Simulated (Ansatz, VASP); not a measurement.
**Si: VASP beside Ansatz**

Wanted: the spread between two codes on one cell, functional and k mesh.

Calculated with Ansatz 0.2.0; plane waves, with VASP 6.6.1 beside it; relaxation of cell and atoms at LDA.

### 1. The starting structure

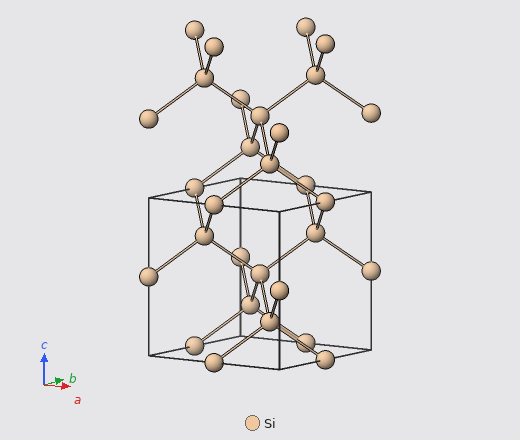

The starting structure, seen from a free direction (silicon light orange). 1×1×2 cells are drawn. This picture shows the conventional cell, with its axes. Some periodic images of atoms are drawn too.

### 2. Ansatz: relaxation of cell and atoms, LDA

Ansatz runs on its default PAW (the set named soft_2) files.

The relaxed volume is the usual yardstick between codes: its relative difference is about their pressure difference at one cell divided by the bulk modulus.

Input file input.yaml:

```yaml
crystal:
  lattice:
    - [0.0, 2.7155, 2.7155]
    - [2.7155, 0.0, 2.7155]
    - [2.7155, 2.7155, 0.0]
  atoms:
    - { symbol: Si, position: [0.0, 0.0, 0.0] }
    - { symbol: Si, position: [0.25, 0.25, 0.25] }
hamiltonian:
  xc: lda
  pseudopotentials: { kind: paw }
kpoints:
  mp_grid: { grid: [10, 10, 10] }
scf:
  occupations: { method: gaussian, width: 0.02 }
relax:
  f_tol: 0.01
  max_steps: 60
  cell: { stress_tol: 0.05 }
output:
  forces: true
  stress: true
```

The run is started by

```console
> ansatz run input.yaml --threads 4 --pin off --max-ram 9216MiB --backend cpu --events-out ev --progress --plain --runs-dir out
```

Numbers of over 12 decimals in the logs are rounded to 6 here.

What it wrote:

```text
Engine: ansatz 0.2.0, aarch64-unknown-linux-gnu
Pseudopotentials: kind: paw
Pseudopotential: Si, paw, valence charge 4, recommended cutoff 420 eV (normal), Si.paw.azcp
Functional definition: SPW92
  exchange = slater_x
  correlation = pw_c
Crystal: 2 atoms, lattice volume = 40.048 Å³
Basis set: ecut = 420 eV, 749 PW (Γ)
Bands: 8, of which v1, the nominal top of the filled ones, is band 4 counted from 1 (3 counted from 0)
Symmetry: 48 space group operations
Space group: Fd-3m (ITA 227), of the structure as read, at distance tolerance 3.4e-5 Å
k-points: 47 of 1000
Non-local potential: Si, projectors of the file, l = 0: 2, l = 1: 2, l = 2: 2
PAW form: soft (Blöchl's): semilocal exchange-correlation on the pseudo side does not see the compensation charge
PAW frozen core: Si, regenerated for the run's functional, and the local potential with it (the file was generated under x = pbe(κ = 0.804, μ = 0.219515), c = pbe(β = 0.066725))
PAW one-centre angular grid: Si, 110 points (default); XC on 64 Gauss nodes
Initial density: superposition of atomic densities (neutral atoms: chi_scale 0, normalization atom), corrected by the library's trained network
Initial wavefunctions: pseudopotential atomic-orbital guess
Functional: x = slater, c = lda
SCF iter   1: F=—  HF=-1217.293581 eV  |F-HF|=—  |Δ(HF+E_count)|=         —  Δρ=4.28e-3  dr2=4.35e-3  ethr=1.77e-3  ⟨swp⟩=6.2  Hψ=3420  notcnv=0
preconditioner: auto → none  [insulator: Δε(μ)=0.486 eV  Ē_g=9.407 eV  σ=0.020 eV  W_gap=1.00  n_scr=8 (ndim 8)  ℏωp=16.6 eV  f_vac=0.000  D(μ)=0.00/eV (n_scr^D=0)  ε∞_Penn≈4.1]
SCF iter   2: F=—  HF=-1217.293050 eV  |F-HF|=—  |Δ(HF+E_count)|=   5.31e-4  Δρ=1.98e-3  dr2=9.19e-4  ethr=5.43e-5  ⟨swp⟩=2.1  Hψ=868  notcnv=0
SCF iter   3: F=—  HF=-1217.292884 eV  |F-HF|=—  |Δ(HF+E_count)|=   1.65e-4  Δρ=8.34e-5  dr2=2.63e-6  ethr=1.15e-5  ⟨swp⟩=1.2  Hψ=397  notcnv=0
SCF iter   4: F=—  HF=-1217.292884 eV  |F-HF|=—  |Δ(HF+E_count)|=   1.43e-7  Δρ=2.94e-5  dr2=3.65e-7  ethr=3.28e-8  ⟨swp⟩=2.1  Hψ=564  notcnv=0
iter 5 did not close the SCF: its close was put off for the readings that it lacked (scf_convergence_deferred on its scf_iter line)
SCF iter   5: F=-1217.292884 eV  HF=-1217.292884 eV  |F-HF|=9.22e-9  |Δ(HF+E_count)|=   1.28e-7  Δρ=8.82e-6  dr2=2.25e-8  ethr=4.57e-9  ⟨swp⟩=2.0  Hψ=564  notcnv=0
SCF iter   6: F=-1217.292884 eV  HF=-1217.292884 eV  |F-HF|=2.73e-12  |Δ(HF+E_count)|=   6.25e-9  Δρ=1.62e-7  dr2=7.92e-12  ethr=2.81e-10  ⟨swp⟩=2.0  Hψ=1309  notcnv=0
SCF 1 converged in 6 iterations: F = -1217.292884 eV  dr2 = 7.92e-12
  greatest PAW one-centre occupation: 0.640 electrons in one spin orbital (limit 2), on the Si atom at site 1 (counted from 0), in its partial waves of l = 0
relax step   1: F+E_penalty+E_count = -1217.29288422 eV  Δ(F+E_penalty+E_count) = +0.000e0 eV  max|allowed force component| = 1.388e-17 eV/Å  Δτ_max = 0.0000 Å  P = -1.497 GPa  Ω = 40.048 Å³  (6 SCF iters, dr2 threshold 1.00e-7 eV, accepted)
[...]
relax step   2: F+E_penalty+E_count = -1217.29584891 eV  Δ(F+E_penalty+E_count) = -2.965e-3 eV  max|allowed force component| = 6.014e-17 eV/Å  Δτ_max = 0.0000 Å  P = -0.372 GPa  Ω = 39.565 Å³  energy of the carried Pulay correction = +1.324e-4 eV  (4 SCF iters, dr2 threshold 2.00e-7 eV, accepted)
[...]
relax step   3: F+E_penalty+E_count = -1217.29606977 eV  Δ(F+E_penalty+E_count) = -2.209e-4 eV  max|allowed force component| = 1.295e-16 eV/Å  Δτ_max = 0.0000 Å  P = +0.010 GPa  Ω = 39.409 Å³  energy of the carried Pulay correction = +1.757e-4 eV  (3 SCF iters, dr2 threshold 2.00e-7 eV, accepted)
[...]
relax step   4: F+E_penalty+E_count = -1217.29590790 eV  Δ(F+E_penalty+E_count) = +1.619e-4 eV  max|allowed force component| = 6.014e-17 eV/Å  Δτ_max = 0.0000 Å  P = +0.004 GPa  Ω = 39.409 Å³  stress off target by 3.70e-3 GPa  SCF on the basis re-selected at this cell (its energy is not comparable with the rows above)  (3 SCF iters)
basis re-selected at this cell: Δ(F+E_penalty+E_count) = +1.619e-4 eV, ΔP = -0.006 GPa vs the last step (what re-selecting the basis moved, of the pressure what is left beyond the Pulay correction that the steps carried, after the strain that the cell walked since its last selection, with what the two solves' SCF thresholds leave and, on support functions, any second-order correction that the steps lacked; it is no m [...]
SCF converged after 3 iterations
Free energy (F): -1217.295908 eV
Harris-Foulkes:  -1217.295908 eV  (|F-HF|=2.27e-13)
Internal energy: -1217.295908 eV  (E = F + TS)
E sigma→0 (E₀):  -1217.295908 eV
Fermi energy:    6.445757 eV
--- Per-component energies (eV) ---
  E_band       = 8.796452
  E_kinetic    = 81.471262
  E_local      = -55.917460  (includes V_loc(G=0)·N_el)
  E_nonlocal   = 54.267308
  E_hartree    = 14.688482
  E_xc         = -109.860443
  E_vxc        = -94.575078  (∫ρ·V_xc dr)
  E_paw        = -972.365509  (= ΣΔE_a)
  E_vpaw       = -5.826570  (= ΣTr[D̂ρ^β])
  E_aug_tail   = 0.000011  (compensation charges beyond the density's cutoff)
  E_ewald      = -229.748220
  E_core_change = 0.168661  (= ΣΔE_core)
  E_smearing   = -0.000000  (= −TS)
  E_closure    = 0.000000  (closes the sum)
  Σ components = -1217.295908   (vs F -1217.295908, Δ=0.00e0)
--- Forces (eV/Å), atoms counted from 1 ---
  atom   1  Si     0.00000000    -0.00000000    -0.00000000
  atom   2  Si     0.00000000     0.00000000     0.00000000
  max |Σ_I F_I| component: 4.63e-18 eV/Å
--- Stress (GPa, compression-positive) ---
        0.003699       0.000000      -0.000000
        0.000000       0.003699      -0.000000
        0.000000      -0.000000       0.003699
  P = ⅓ Tr σ = 0.0037 GPa (0.037 kbar)
--- Relaxed structure (3 steps of the walk, 3 accepted, 1 SCFs on fresh bases) ---
  F+E_penalty+E_count = -1217.29590790 eV   max|allowed force component| = 6.014e-17 eV/Å   (the final SCF, on the basis selected at the relaxed cell)
  cell:  # Å, volume = 39.4086 Å³
    - [0, 2.700974, 2.700974]
    - [2.700974, 0, 2.700974]
    - [2.700974, 2.700974, 0]
  atoms:
    - { symbol: Si, position: [0, 0, 0] }
    - { symbol: Si, position: [0.25, 0.25, 0.25] }
```

Wall time 1 s (4 threads of Arm Neoverse V2, shared host); peak memory 0.28 GiB; 3.2 s of CPU time.

### 3. VASP: relaxation of cell and atoms, LDA

The same cell, functional (in two slightly different forms), mesh and smearing now go to VASP, with its own data sets and cutoff.

Lines of VASP's logs that name or quote its potential files are left out, and so is its time.

Input file INCAR:

```
SYSTEM = Si
PREC = Accurate
ENCUT = 450
EDIFF = 1E-07
NELM = 120
ISMEAR = 0
SIGMA = 0.02
LREAL = .FALSE.
ALGO = Normal
GGA = CA
NBANDS = 10
LORBIT = 11
LWAVE = .FALSE.
LCHARG = .FALSE.
KPAR = 16
IBRION = 2
NSW = 40
ISIF = 3
EDIFFG = -0.005
POTIM = 0.4
```

Input file POSCAR:

```
Si
1.0
    0.0000000000      2.7155000000      2.7155000000
    2.7155000000      0.0000000000      2.7155000000
    2.7155000000      2.7155000000      0.0000000000
Si
2
Direct
    0.0000000000      0.0000000000      0.0000000000
    0.2500000000      0.2500000000      0.2500000000
```

Input file KPOINTS:

```
Automatic mesh
0
Gamma
10 10 10
0 0 0
```

The projector-augmented-wave data sets are Si (LDA family, release 64).

The run is started by

```console
> mpirun -np 16 vasp_std
```

What it wrote:

```text
[banner, memory and clock lines left out]
running   16 mpi-ranks, on    1 nodes
 distrk:  each k-point on    1 cores,   16 groups
 distr:  one band on    1 cores,    1 groups

 POSCAR found type information on POSCAR Si
 POSCAR found :  1 types and       2 ions
|                                                                             |
|           W    W    AA    RRRRR   N    N  II  N    N   GGGG   !!!           |
|           W    W   A  A   R    R  NN   N  II  NN   N  G    G  !!!           |
|           W    W  A    A  R    R  N N  N  II  N N  N  G       !!!           |
|           W WW W  AAAAAA  RRRRR   N  N N  II  N  N N  G  GGG   !            |
|           WW  WW  A    A  R   R   N   NN  II  N   NN  G    G                |
|           W    W  A    A  R    R  N    N  II  N    N   GGGG   !!!           |
|                                                                             |
|     For optimal performance we recommend to set                             |
|       NCORE = 2 up to number-of-cores-per-socket                            |
|     NCORE specifies how many cores store one orbital (NPAR=cpu/NCORE).      |
|     This setting can greatly improve the performance of VASP for DFT.       |
|     The default, NCORE=1 might be grossly inefficient on modern             |
|     multi-core architectures or massively parallel machines. Do your        |
|     Unfortunately you need to use the default for GW and RPA                |
|     calculations (for HF NCORE is supported but not extensively tested      |
|     yet).                                                                   |
|                                                                             |

 LDA part: xc-table for (Slater(with rela. corr.)+CA(PZ))
 , standard interpolation
 POSCAR, INCAR and KPOINTS ok, starting setup
 FFT: planning ... GRIDC
 FFT: planning ... GRID_SOFT
 FFT: planning ... GRID
 WAVECAR not read
 entering main loop
       N       E                     dE             d eps       ncg     rms          rms(c)
DAV:   1     0.418139267542E+01    0.41814E+01   -0.30641E+03   940   0.554E+02
DAV:   2    -0.117272845998E+02   -0.15909E+02   -0.15196E+02  1286   0.806E+01
DAV:   3    -0.121740355259E+02   -0.44675E+00   -0.44602E+00  1216   0.124E+01
DAV:   4    -0.121770403007E+02   -0.30048E-02   -0.30043E-02  1150   0.119E+00
DAV:   5    -0.121770664954E+02   -0.26195E-04   -0.26194E-04  1158   0.976E-02    0.500E+00
DAV:   6    -0.119979096345E+02    0.17916E+00   -0.10905E-01  1056   0.139E+00    0.299E+00
DAV:   7    -0.119161007623E+02    0.81809E-01   -0.19325E-01  1076   0.191E+00    0.228E-01
DAV:   8    -0.119162329555E+02   -0.13219E-03   -0.71585E-03  1056   0.503E-01    0.773E-02
DAV:   9    -0.119162091700E+02    0.23785E-04   -0.20575E-04  1174   0.829E-02    0.607E-02
DAV:  10    -0.119162144807E+02   -0.53107E-05   -0.13555E-05  1078   0.234E-02    0.284E-02
DAV:  11    -0.119162144240E+02    0.56649E-07   -0.66482E-07  1152   0.485E-03
   1 F= -.11916214E+02 E0= -.11916214E+02  d E =-.119162E+02
 curvature:   0.00 expect dE= 0.000E+00 dE for cont linesearch  0.000E+00
 trial: gam= 0.00000 g(F)=  0.215E-50 g(S)=  0.770E-02 ort = 0.000E+00 (trialstep = 0.100E+01)
 search vector abs. value=  0.770E-02
 bond charge predicted
       N       E                     dE             d eps       ncg     rms          rms(c)
DAV:   1    -0.119216410857E+02   -0.54266E-02   -0.96907E-02  1008   0.146E+00    0.285E-01
DAV:   2    -0.119196527616E+02    0.19883E-02   -0.23375E-03  1006   0.270E-01    0.188E-01
DAV:   3    -0.119187140922E+02    0.93867E-03   -0.20947E-03  1006   0.192E-01    0.430E-02
DAV:   4    -0.119187118844E+02    0.22078E-05   -0.32671E-05  1076   0.395E-02    0.382E-02
DAV:   5    -0.119187069020E+02    0.49824E-05   -0.16106E-06  1100   0.820E-03    0.367E-03
DAV:   6    -0.119187068833E+02    0.18758E-07   -0.98316E-08   660   0.194E-03
   2 F= -.11918707E+02 E0= -.11918707E+02  d E =-.249246E-02
 trial-energy change:   -0.002492  1 .order   -0.002441   -0.007699    0.002816
 step:   0.7378(harm=  0.7322)  dis= 0.00000  next Energy=   -11.919075 (dE=-0.286E-02)
 bond charge predicted
       N       E                     dE             d eps       ncg     rms          rms(c)
DAV:   1    -0.119192804962E+02   -0.57359E-03   -0.66205E-03  1000   0.381E-01    0.743E-02
DAV:   2    -0.119191439880E+02    0.13651E-03   -0.15869E-04  1008   0.708E-02    0.492E-02
DAV:   3    -0.119190794182E+02    0.64570E-04   -0.14398E-04  1024   0.504E-02    0.110E-02
DAV:   4    -0.119190792671E+02    0.15109E-06   -0.22376E-06  1068   0.103E-02    0.976E-03
DAV:   5    -0.119190789341E+02    0.33308E-06   -0.10462E-07   726   0.214E-03    0.107E-03
DAV:   6    -0.119190789330E+02    0.10284E-08   -0.11852E-08   502   0.749E-04
   3 F= -.11919079E+02 E0= -.11919079E+02  d E =-.286451E-02
 curvature:  -0.37 expect dE=-0.152E-08 dE for cont linesearch -0.152E-08
 trial: gam= 0.00000 g(F)=  0.721E-50 g(S)=  0.416E-08 ort =-0.566E-05 (trialstep = 0.948E+00)
 search vector abs. value=  0.426E-08
 reached required accuracy - stopping structural energy minimisation
```

From OUTCAR (step 3):

```text
ion  position               nearest neighbor table
   1  0.000  0.000  0.000-   2 2.35   2 2.35   2 2.35   2 2.35
   2  0.250  0.250  0.250-   1 2.35   1 2.35   1 2.35   1 2.35

  LATTYP: Found a face centered cubic cell.
 ALAT       =     5.4310000000

 Subroutine GETGRP returns: Found 48 space group operations
 (whereof 24 operations were pure point group operations)

The static configuration has the point symmetry T_d .
 The point group associated with its full space group is O_h .

 Found     47 irreducible k-points:

   k-points           NKPTS =     47   k-points in BZ     NKDIM =     47   number of bands    NBANDS=     10

   dimension x,y,z NGX =    28 NGY =   28 NGZ =   28
   dimension x,y,z NGXF=    56 NGYF=   56 NGZF=   56

   ENCUT  =  450.0 eV  33.07 Ry    5.75 a.u.   6.64  6.64  6.64*2*pi/ulx,y,z

   NELECT =       8.0000    total number of electrons

 k-points in reciprocal lattice and weights: Automatic mesh
   0.00000000  0.00000000  0.00000000       0.001
   0.10000000  0.00000000  0.00000000       0.008
   0.20000000  0.00000000  0.00000000       0.008
   0.30000000  0.00000000  0.00000000       0.008
   0.40000000  0.00000000  0.00000000       0.008
   0.50000000  0.00000000  0.00000000       0.004
   0.10000000  0.10000000  0.00000000       0.006
   0.20000000  0.10000000  0.00000000       0.024
   0.30000000  0.10000000  0.00000000       0.024
[...]
-0.30000000  0.40000000  0.20000000       0.024
  -0.30000000  0.50000000  0.20000000       0.012

 average (electrostatic) potential at core
       1 -84.7172       2 -84.7172

 E-fermi :   6.0354

 k-point     1 :       0.0000    0.0000    0.0000
  band No.  band energies     occupation
      1      -6.1347      2.00000
      2       5.9287      2.00000
      3       5.9287      2.00000
      4       5.9287      2.00000
      5       8.4593      0.00000
      6       8.4593      0.00000
      7       8.4593      0.00000
      8       9.3155      0.00000
      9      13.6645      0.00000
    ...

 k-point     2 :       0.1000    0.0000    0.0000
  band No.  band energies     occupation
      1      -6.0020      2.00000
      2       4.7699      2.00000
      3       5.7265      2.00000
      4       5.7265      2.00000
      5       8.4698      0.00000
      6       8.7560      0.00000
      7       8.7560      0.00000
      8      10.2294      0.00000
      9      13.2859      0.00000
    ...

 k-point     3 :       0.2000    0.0000    0.0000
  band No.  band energies     occupation
      1      -5.6100      2.00000
      2       2.8866      2.00000
      3       5.3412      2.00000
      4       5.3412      2.00000
      5       8.1064      0.00000
      6       9.2661      0.00000
      7       9.2661      0.00000
      8      11.9717      0.00000
      9      12.9526      0.00000
    ...

  Total        0.0002680      0.0002680      0.0002680     -0.0000000      0.0000000     -0.0000000
  in kB        0.0108913      0.0108913      0.0108913     -0.0000000      0.0000000     -0.0000000
  external PRESSURE =       0.0108913 kB  Pullay stress =       0.0000000 kB

  energy-cutoff  :      450.00
  volume of cell :       39.43
      direct lattice vectors                 reciprocal lattice vectors
     0.000000000  2.701400824  2.701400824    -0.185089157  0.185089157  0.185089157
     2.701400824  0.000000000  2.701400824     0.185089157 -0.185089157  0.185089157
     2.701400824  2.701400824  0.000000000     0.185089157  0.185089157 -0.185089157

 POSITION                                       TOTAL-FORCE (eV/Angst)
 -----------------------------------------------------------------------------------
      0.00000      0.00000      0.00000         0.000000     -0.000000     -0.000000
      1.35070      1.35070      1.35070        -0.000000      0.000000      0.000000
 -----------------------------------------------------------------------------------
    total drift:                                0.000000      0.000000     -0.000000

  FREE ENERGIE OF THE ION-ELECTRON SYSTEM (eV)
  ---------------------------------------------------
  free  energy   TOTEN  =       -11.9190789330 eV

  energy  without entropy=      -11.9190789330  energy(sigma->0) =      -11.91907893

 reached required accuracy - stopping structural energy minimisation

 total charge
# of ion       s       p       d       tot
------------------------------------------
    1        0.759   0.957   0.000   1.716
    2        0.759   0.957   0.000   1.716
--------------------------------------------------
tot          1.517   1.914   0.000   3.432

[... 3 further parts left out ...]
```

CONTCAR:

```
Si
   1.00000000000000
     0.0000000000000000    2.7014008243373864    2.7014008243373864
     2.7014008243373864    0.0000000000000000    2.7014008243373864
     2.7014008243373864    2.7014008243373864    0.0000000000000000
  Si
     2
Direct
     0.0000000000000000    0.0000000000000000    0.0000000000000000
     0.2500000000000000    0.2500000000000000    0.2500000000000000
```

### 4. Differences

Known differences besides the PAW data sets themselves: the two LDA forms differ slightly; both relaxations stop at a tolerance, which leaves soft axes loose, and VASP keeps its plane-wave basis; the cutoff is 420 eV in Ansatz and 450 eV in VASP; Ansatz makes its cores anew for this functional, VASP keeps those of its LDA data sets; Ansatz adds a Pulay correction to the stress that steers its cell, VASP none. Total energies have different zeros and are not compared.

The two programs side by side:

```csv
quantity,Ansatz,VASP,difference
volume (Å³),39.41,39.43,-0.05 %
"edge a after relaxation, in the typed setting (Å)",3.820,3.820,-0.02 %
```

The walks stopped with 0.00 GPa left in Ansatz and 0.00 GPa in VASP; each walk ends within a tolerance, so the volume difference is uncertain by about these residues over the bulk modulus, most in soft cells.

### 5. Outcome

| Property | Result |
| --- | --- |
| difference in volume (relaxation of cell and atoms, LDA) | -0.047 % |

**Reading.** The difference in volume is -0.047 % (relaxation of cell and atoms, LDA), within the 1.2 % picked in this series as the mark of a large difference, as far as the stopping tolerances let one tell. How closely two codes agree says nothing of how well the functional describes the real material.

[Lines on the potential files, build, host, timing and source positions are cut from VASP's logs without a mark.]

[Logs are printed without paths, hosts, clocks, repeated set-up lines and the standing remarks that a program may print on its own settings, such as how far it seeks lower states.]

[Hosts, paths, dates, database ids (printed as entryN), source tags and the programs' standing remarks are cut or masked in the printed files.]
